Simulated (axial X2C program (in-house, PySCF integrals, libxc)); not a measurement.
**InCu: relativistic diatomic calculation**

System: InCu, single determinant with Ω = 0. The distance is the PBE0 minimum at charge 0.
Method: expectation values, HF and Kohn-Sham, two-component X2C with atomic mean-field Coulomb and Gaunt terms, In dyall-cv3z, Cu dyall-cv3z (cores contracted) (axial X2C program (in-house, PySCF integrals, libxc)).

Key numbers:

| quantity | value |
| --- | --- |
| outcome | converged; the levels of theory disagree widely |
| hardware | 1 thread of Arm Neoverse V1, 24 GiB of memory available, shared host |
| wall time | 3.8 s |
| peak memory | 0.51 GiB |

Input file:
```
{"zs": [49, 29], "q": 0, "bas": ["dyall-cv3z", "dyall-cv3z"], "r0": 2.54, "levels": ["PBE0", "HF", "BHandHLYP", "B3LYP", "LDA"], "nst": 3}
```

The line is the task of a batch: nuclear charges, charge, bases, the levels to run, a first guess of the distance and further settings. This report covers the levels named above. The log is that of the reference distance.

Launched within a batch (the task file carries these settings):
```bash
python <driver script> task.json out
```

The program's output:
```
two-component X2C + atomic mean field  PBE0
basis functions 234  fitting functions 1235  grid points 5802
iter        total energy     max residual
   1      -7532.291100460     4.00e-01
   2      -7532.354099119     2.92e-03
   3      -7532.353822233     9.86e-03
   4      -7532.354171237     4.27e-04
   5      -7532.354173267     3.19e-04
   6      -7532.354174264     1.27e-04
   7      -7532.354174338     9.49e-06
   8      -7532.354174341     2.43e-06
   9      -7532.354174342     1.47e-06
converged
one-electron -10980.05612352  Coulomb 3386.19518025  exact exchange -56.21062352  xc functional -172.46219868  nuclear repulsion 293.96435368  atomic mean-field constant -3.78476254
```

Expectation values by level of theory:

```csv
quantity,PBE0,HF,BHandHLYP,B3LYP,LDA
effective field for an electron dipole moment (GV/cm),–,–,–,–,–
field gradient at the first nucleus (a.u.),−5.34,−6.10,−5.64,−5.14,−4.82
field gradient at the second nucleus (a.u.),0.317,−0.0994,0.165,0.388,0.557
"A∥/gI, first nucleus (MHz)",–,–,–,–,–
"A∥/gI, second nucleus (MHz)",–,–,–,–,–
```

Each column comes from one determinant, in a basis with contracted cores. A dash marks a value that vanishes by symmetry, wasn't computed or didn't converge. The levels disagree widely: the field gradient at the second nucleus runs from −0.0994 to 0.557 a.u. These values aren't reliable properties of the molecule.

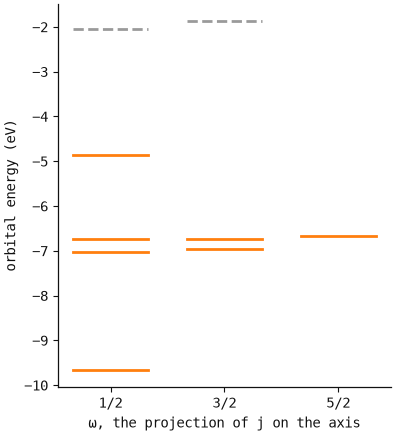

**Figure 1.** Orbital energies (PBE0) near the frontier at 2.56 Å, filled (solid) and empty (dashed); the Kramers partners at −ω are degenerate and not drawn. The highest filled spinor (1/2; 49 % In p, 40 % Cu s) lies at −4.87 eV, the lowest empty one (1/2; 80 % In p, 16 % Cu p) at −2.04 eV.
